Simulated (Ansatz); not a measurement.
**Nudged elastic band of BPNH₅Cl₂**

The run: nudged elastic band of BPNH₅Cl₂. Method and program: RKS PBE0-D4/def2-mTZVP (Ansatz 0.2.0).

One setting was made poor on purpose. It belongs to a series of runs on one base structure; here: band between the two ends.

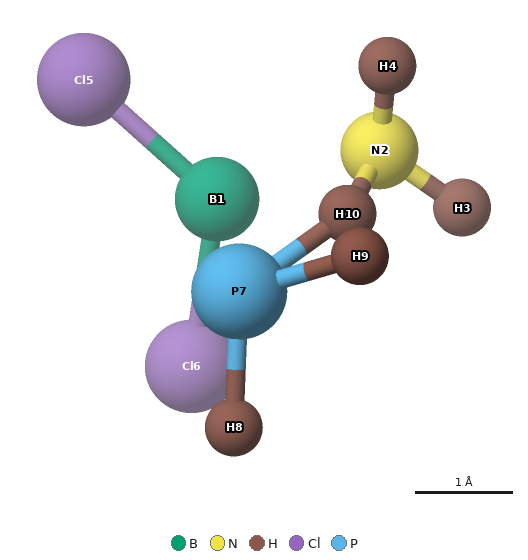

**Figure 1.** The input geometry (ball-and-stick view, seen at a tilt; atoms are numbered from 1 in the order of the input).

**The input**
```yaml
crystal:
  periodic: [false, false, false]
  atoms:
    - { symbol: B, position_ang: [0.0, 0.0, 0.0] }
    - { symbol: "N", position_ang: [0.0, 0.0, 1.9] }
    - { symbol: H, position_ang: [-0.877, -0.2713, 2.43] }
    - { symbol: H, position_ang: [0.877, 0.2713, 2.43] }
    - { symbol: Cl, position_ang: [1.6108, 0.0, -0.93] }
    - { symbol: Cl, position_ang: [-1.6108, 0.0, -0.93] }
    - { symbol: P, position_ang: [-0.643, 1.9963, 0.6969] }
    - { symbol: H, position_ang: [-1.9506, 2.2682, 0.2146] }
    - { symbol: H, position_ang: [-0.6475, 2.024, 2.1166] }
    - { symbol: H, position_ang: [-0.3498, 1.0859, 1.7636] }
basis:
  gaussian: { orbitals: def2-mTZVP }
hamiltonian:
  xc: pbe0
  dispersion: d4
neb:
  order_check: false
  images: 5
  f_tol: 0.05
  max_iterations: 60
  final_atoms:
    - { symbol: B, position_ang: [0.0, 0.0, 0.0] }
    - { symbol: "N", position_ang: [0.0, 0.0, 1.9] }
    - { symbol: H, position_ang: [-0.877, -0.2713, 2.43] }
    - { symbol: H, position_ang: [0.877, 0.2713, 2.43] }
    - { symbol: Cl, position_ang: [1.6108, 0.0, -0.93] }
    - { symbol: Cl, position_ang: [-1.6108, 0.0, -0.93] }
    - { symbol: P, position_ang: [-0.643, 1.9963, 0.6969] }
    - { symbol: H, position_ang: [-1.9506, 2.2682, 0.2146] }
    - { symbol: H, position_ang: [-0.6475, 2.024, 2.1166] }
    - { symbol: H, position_ang: [-0.3498, 1.0859, 1.7636] }
  initial_path:
    images:
      - { positions_ang: [[0.0, 0.0, 0.0], [0.0, 0.0, 1.9], [-0.877, -0.2713, 2.43], [0.877, 0.2713, 2.43], [1.6108, 0.0, -0.93], [-1.6108, 0.0, -0.93], [-0.643, 1.9963, 0.6969], [-1.9506, 2.2682, 0.2146], [-0.6475, 2.024, 2.1166], [-0.3498, 1.0859, 1.7636]] }
      - { positions_ang: [[0.0, 0.0, 0.0], [0.0, 0.0, 1.9], [-0.877, -0.2713, 2.43], [0.877, 0.2713, 2.43], [1.6108, 0.0, -0.93], [-1.6108, 0.0, -0.93], [-0.643, 1.9963, 0.6969], [-1.9506, 2.2682, 0.2146], [-0.6475, 2.024, 2.1166], [-0.3498, 1.0859, 1.7636]] }
      - { positions_ang: [[0.0, 0.0, 0.0], [0.0, 0.0, 1.9], [-0.877, -0.2713, 2.43], [0.877, 0.2713, 2.43], [1.6108, 0.0, -0.93], [-1.6108, 0.0, -0.93], [-0.643, 1.9963, 0.6969], [-1.9506, 2.2682, 0.2146], [-0.6475, 2.024, 2.1166], [-0.3498, 1.0859, 1.7636]] }
      - { positions_ang: [[0.0, 0.0, 0.0], [0.0, 0.0, 1.9], [-0.877, -0.2713, 2.43], [0.877, 0.2713, 2.43], [1.6108, 0.0, -0.93], [-1.6108, 0.0, -0.93], [-0.643, 1.9963, 0.6969], [-1.9506, 2.2682, 0.2146], [-0.6475, 2.024, 2.1166], [-0.3498, 1.0859, 1.7636]] }
      - { positions_ang: [[0.0, 0.0, 0.0], [0.0, 0.0, 1.9], [-0.877, -0.2713, 2.43], [0.877, 0.2713, 2.43], [1.6108, 0.0, -0.93], [-1.6108, 0.0, -0.93], [-0.643, 1.9963, 0.6969], [-1.9506, 2.2682, 0.2146], [-0.6475, 2.024, 2.1166], [-0.3498, 1.0859, 1.7636]] }
      - { positions_ang: [[0.0, 0.0, 0.0], [0.0, 0.0, 1.9], [-0.877, -0.2713, 2.43], [0.877, 0.2713, 2.43], [1.6108, 0.0, -0.93], [-1.6108, 0.0, -0.93], [-0.643, 1.9963, 0.6969], [-1.9506, 2.2682, 0.2146], [-0.6475, 2.024, 2.1166], [-0.3498, 1.0859, 1.7636]] }
      - { positions_ang: [[0.0, 0.0, 0.0], [0.0, 0.0, 1.9], [-0.877, -0.2713, 2.43], [0.877, 0.2713, 2.43], [1.6108, 0.0, -0.93], [-1.6108, 0.0, -0.93], [-0.643, 1.9963, 0.6969], [-1.9506, 2.2682, 0.2146], [-0.6475, 2.024, 2.1166], [-0.3498, 1.0859, 1.7636]] }
```

Machine: 4 threads of Intel Xeon (Sapphire Rapids), 32 GiB of memory available, shared host.

Launched with:
```bash
ansatz run input.yaml --threads 4 --pin off --max-ram 5120MiB --backend cpu --events-out ev --progress --plain --runs-dir out
```

**The program's output**
```
Error: invalid value for `neb.final_atoms`: is identical to crystal.atoms — the two endpoints must differ for a path to exist
```

**What the run reported**

```csv
quantity,value
outcome,refused by the program
```

**What went wrong**

The program refused the input: “invalid value for `neb.final_atoms`: is identical to crystal.atoms — the two endpoints must differ for a path to exist” A deliberately poor setting: ends not relaxed.
